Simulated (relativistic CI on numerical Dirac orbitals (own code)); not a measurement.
# Al⁺: one ion under different settings

How much do the settings matter for Al⁺? One ion, several inputs.

Method: Dirac-Coulomb-Breit CI, KLI orbitals optimised for each configuration, model QED (radiative potential, 1s self-energy scaled to tabulated hydrogen-like ionisation energies), numerical settings as typed. Code: relativistic CI on numerical Dirac orbitals (own code) version 3.

### Step 1. The system

| Item | Value |
| --- | --- |
| ion | Al⁺ (Al II) |
| nuclear charge | 13 |
| electrons | 12 |
| isotope | A = 27 |

### Step 2. Usual settings

The run's settings:

```ini
atom Al  Z=13  charge=1  electrons=12
nucleus A=27  rms_radius_fm=3.0610
hamiltonian dirac-coulomb  breit=on  qed=on  c_scale=1
orbitals kli  potential=per-configuration
slater_scale 1
correlation none
mixing on
grid step=0.0125 r_max=51.4
scf mixing=0.4 start=green max_iterations=150 tolerance=2e-08 node_fill=0.05
configurations
  [Ne] 3s2
  [Ne] 3s 3p
  [Ne] 3p2
  [Ne] 3s 3d
  [Ne] 3d2
end
```

The run is started by

```
> python run_levels.py task.json out
```

One command runs all members of the session, one after another, from task.json.

### Step 3. Node fill 0.01

Settings: those of step 2 with these lines changed.

```diff
@@ -8,3 +8,3 @@
 grid step=0.0125 r_max=51.4
-scf mixing=0.4 start=green max_iterations=150 tolerance=2e-08 node_fill=0.05
+scf mixing=0.4 start=green max_iterations=150 tolerance=2e-08 node_fill=0.01
 configurations
```

### Step 4. Start potential bare, QED terms off

The run's settings:

```ini
atom Al  Z=13  charge=1  electrons=12
nucleus A=27  rms_radius_fm=3.0610
hamiltonian dirac-coulomb  breit=on  qed=off  c_scale=1
orbitals kli  potential=per-configuration
slater_scale 1
correlation none
mixing on
grid step=0.0125 r_max=51.4
scf mixing=0.4 start=bare max_iterations=150 tolerance=2e-08 node_fill=0.05
configurations
  [Ne] 3s2
  [Ne] 3s 3p
  [Ne] 3p2
  [Ne] 3s 3d
  [Ne] 3d2
end
```

### Step 5. Iteration limit 30

The run's settings:

```ini
atom Al  Z=13  charge=1  electrons=12
nucleus A=27  rms_radius_fm=3.0610
hamiltonian dirac-coulomb  breit=on  qed=on  c_scale=1
orbitals kli  potential=per-configuration
slater_scale 1
correlation none
mixing on
grid step=0.0125 r_max=51.4
scf mixing=0.4 start=green max_iterations=30 tolerance=2e-08 node_fill=0.05
configurations
  [Ne] 3s2
  [Ne] 3s 3p
  [Ne] 3p2
  [Ne] 3s 3d
  [Ne] 3d2
end
```

### Step 6. Speed-of-light factor 1.25

The run's settings:

```ini
atom Al  Z=13  charge=1  electrons=12
nucleus A=27  rms_radius_fm=3.0610
hamiltonian dirac-coulomb  breit=on  qed=on  c_scale=1.25
orbitals kli  potential=per-configuration
slater_scale 1
correlation none
mixing on
grid step=0.0125 r_max=51.4
scf mixing=0.4 start=green max_iterations=150 tolerance=2e-08 node_fill=0.05
configurations
  [Ne] 3s2
  [Ne] 3s 3p
  [Ne] 3p2
  [Ne] 3s 3d
  [Ne] 3d2
end
```

### Step 7. Tolerance 0.01

The run's settings:

```ini
atom Al  Z=13  charge=1  electrons=12
nucleus A=27  rms_radius_fm=3.0610
hamiltonian dirac-coulomb  breit=on  qed=on  c_scale=1
orbitals kli  potential=per-configuration
slater_scale 1
correlation none
mixing on
grid step=0.0125 r_max=51.4
scf mixing=0.4 start=green max_iterations=97 tolerance=0.01 node_fill=0.05
configurations
  [Ne] 3s2
  [Ne] 3s 3p
  [Ne] 3p2
  [Ne] 3s 3d
  [Ne] 3d2
end
```

(Steps that only read results are left out.)

What does the calculation give? Wanted: lowest level, usual settings; total energy; first excitation.

**Answer**, as computed:

| setting | total energy less usual (Ha) | largest shift of a level among the lowest eight of both runs, same label and place (cm⁻¹) | SCF iterations | time | lowest level | kind of change |
| --- | --- | --- | --- | --- | --- | --- |
| usual | 0 | 0 | 52 | 0.18 s | 3s2 1S0 | - |
| node fill 0.01 | -1.04e-05 | 118 | 52 | 0.18 s | 3s2 1S0 | numerical |
| start potential bare, QED terms off | -0.0275 | 27.7 | 67 | 0.2 s | 3s2 1S0 | model term |
| iteration limit 30 | 0 | 0 | 52 | 0.19 s | 3s2 1S0 | numerical |
| speed-of-light factor 1.25 | 0.148 | 179 | 52 | 0.18 s | 3s2 1S0 | unphysical constant |
| tolerance 0.01 | -1.76e-05 | 5.76 | 25 | 0.15 s | 3s2 1S0 | unsound |

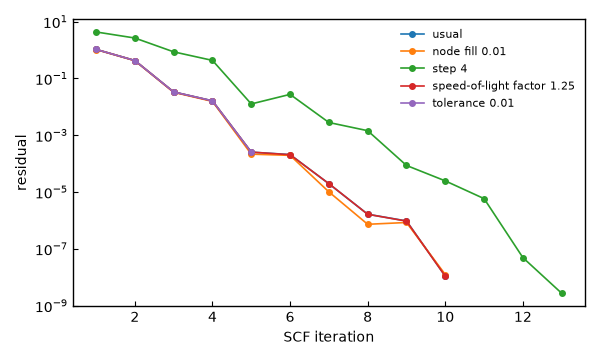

Residual of the first configuration's SCF.

| quantity | value |
| --- | --- |
| lowest level, usual settings | 3s2 1S0 |
| total energy | -242.0875 Ha |
| first excitation | 36356 cm⁻¹ |

What this shows: Among the runs whose levels can be followed, they move most under «speed-of-light factor 1.25» (unphysical constant), by up to 179 cm⁻¹. No visible change in the result comes from «iteration limit 30». Only the listed configurations are in the model. Near neutrality, missing correlation can shift configurations against each other by thousands of cm⁻¹.
